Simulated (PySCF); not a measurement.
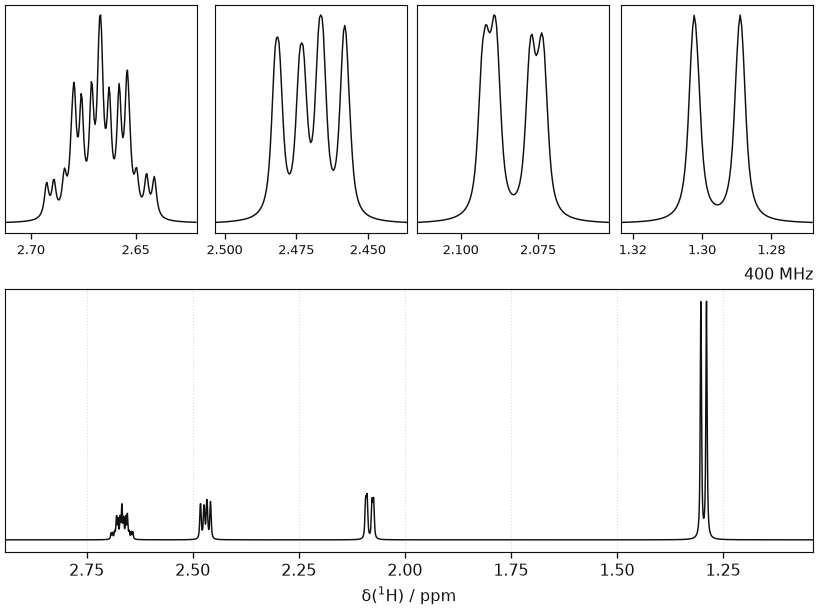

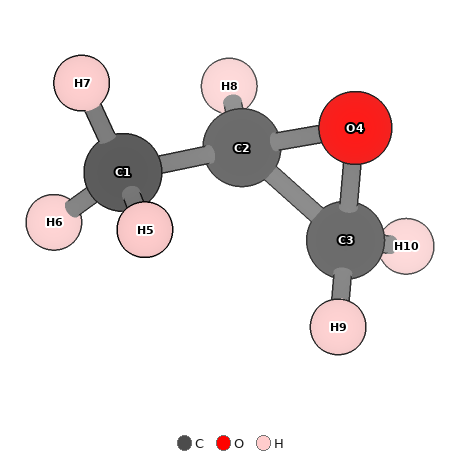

C₃H₆O, SMILES C[C@@H]1CO1. Simulated ¹H spectrum at 400 MHz, line width 1.0 Hz, from GIAO shifts (PBE0/pcSseg-1, against TMS) and couplings (B3LYP/pcJ-1), PySCF, at a GFN2-xTB geometry (no frequency check). Gas phase, values of one conformer, averaged over methyl-type rotors and exact or near symmetry; couplings among ¹H are treated exactly, other nuclei are left out. The spin-dipole term of J is left out for all pairs. The upper panels enlarge each group of lines, each scaled alone.

Q: Assign the signals.

A:
```tsv
δ (ppm)	nuclei	atoms
2.67	1	H8
2.47	1	H10
2.08	1	H9
1.30	3	H5, H6, H7
```

Q: Which couplings enter the simulation?

A:
```tsv
pair	J (Hz)
H10–H9	6.1
H8 – H5/H6/H7	5.3
H8–H10	3.4
H8–H9	1.5
```

Not listed: couplings under 0.5 Hz, those between magnetically equivalent nuclei.

Limits of at least one run: the tight-binding geometry is rougher than a DFT one and adds to the error.
